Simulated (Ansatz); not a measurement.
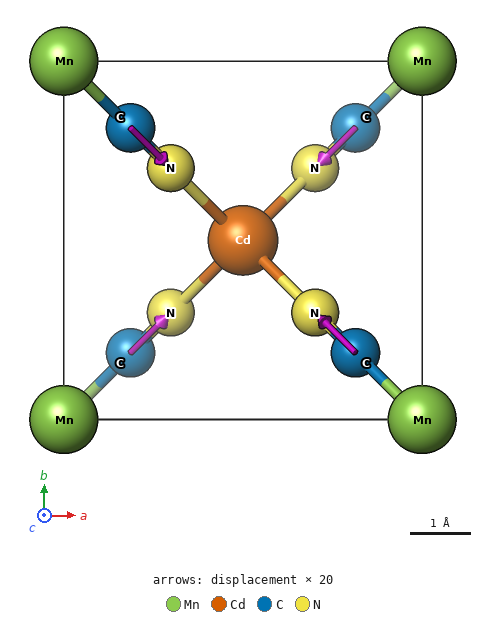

A relaxation of solid MnCdC4N4 (a generated structure, set up in P-43m) (coarse preliminary run). The starting structure is drawn; purple arrows show the displacements (the part carried along by the change of the cell is left out), 20 times their true length.

Style: ball-and-stick. Shown: the cell of the calculation, along the c axis.

These are results of Ansatz 0.2.0, DFT PBE, scalar-relativistic, plane waves, PAW, not measurements.

The input:
```yaml
crystal:
  lattice:
    - [6.01079365, 0.0, 0.0]
    - [0.0, 6.01079365, 0.0]
    - [0.0, 0.0, 6.01079365]
  atoms:
    - { symbol: Mn, position: [0.0, 0.0, 0.0], spin: 4.0 }
    - { symbol: Cd, position: [0.5, 0.5, 0.5] }
    - { symbol: C, position: [0.18614927, 0.18614927, 0.18614927] }
    - { symbol: C, position: [0.18614927, 0.81385073, 0.81385073] }
    - { symbol: C, position: [0.81385073, 0.18614927, 0.81385073] }
    - { symbol: C, position: [0.81385073, 0.81385073, 0.18614927] }
    - { symbol: "N", position: [0.2985304, 0.2985304, 0.2985304] }
    - { symbol: "N", position: [0.2985304, 0.7014696, 0.7014696] }
    - { symbol: "N", position: [0.7014696, 0.2985304, 0.7014696] }
    - { symbol: "N", position: [0.7014696, 0.7014696, 0.2985304] }
basis:
  ecutwfc: 420
kpoints:
  mp_grid: { grid: [4, 4, 4] }
hamiltonian:
  xc: pbe
scf:
  occupations: { method: gaussian, width: 0.1 }
  lower_state_search: "off"
output:
  forces: true
  stress: true
  eigenvalues: true
  populations: true
magnetization:
  spin_polarized: true
relax:
  adjacent_minimum: "off"
  f_tol: 0.04
  max_steps: 70
  cell: { stress_tol: 0.4 }
```

Command:
```bash
ansatz run input.yaml --threads 1 --pin off --max-ram 2560MiB --backend cpu --events-out ev --progress --plain --runs-dir out
```

Atoms of which element are displaced furthest, and by how much?

Carbon: up to 0.056 Å, against 0.002 Å for nitrogen.

Describe the change and its energy.

The largest moves relative to the cell, 0.056 Å, are those of C3, C4, C5 and C6. C4 goes along [1 −1 −1]. Largest moves by element: C 0.056 Å, N 0.002 Å. Cd and Mn stay in place. The volume changes by +13.4 %, with a = b = c 6.011 → 6.268 Å (+4.3 %). Some distances before and after: Mn1–C3 1.938 → 2.077 Å, Cd2–N10 2.097 → 2.185 Å. The space group stays P-43m (No. 215). Over 3 accepted moves (5 points after the start) the energy falls by 53.3 meV per atom. Largest force component: 0.82 eV/Å at the start, 0.0036 eV/Å at the end. The pressure goes from 4.66 to 0.13 GPa. At 2 points the geometry stayed and the basis and grid were re-selected for the new cell (energy shift of 6.9 meV per atom at most each time). Cost: 47 s on 1 thread of AMD EPYC 9R45 96-Core Processor (Zen 5), on a shared host, peak memory 0.59 GiB.
